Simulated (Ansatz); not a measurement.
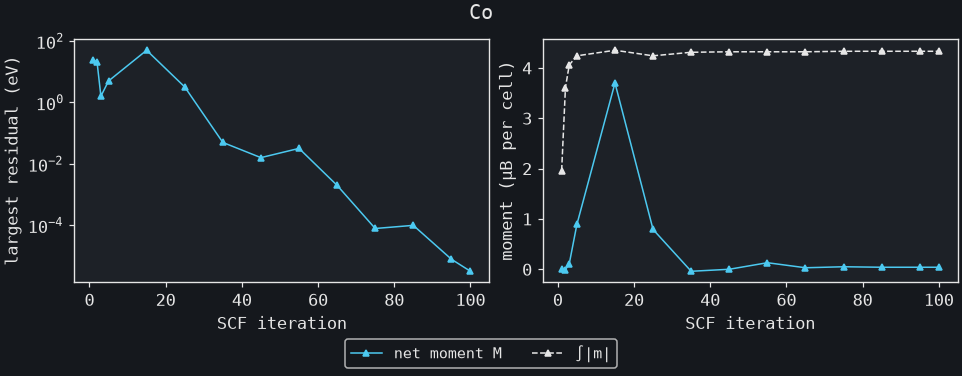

The plot shows the SCF iterations of a calculation: largest residual, magnetic moments. Only some iterations were kept.

Co (2 atoms in the cell); Ansatz development build ahead of 0.2.0, DFT, PBE, norm-conserving potentials, plane waves, scalar-relativistic; cutoff 1306.15 eV, 1×1×1 k-mesh, Fermi–Dirac smearing of 0.1 eV, collinear spins.
Setting under test: Broyden mixing, default search for lower states.

**Was self-consistency reached?**

It did not converge: it stopped after 100 iterations. The residual is still falling at the last step (down to 3 × 10⁻⁶).

**What is the residual at the start and at the end?**

It starts near 20 and ends near 3 × 10⁻⁶ eV.

**How do the moments develop?**

The net moment stays near 0.0 μB per cell, with excursions between 0.0 and 3.7 on the way, though in an unconverged run this needn't be final.
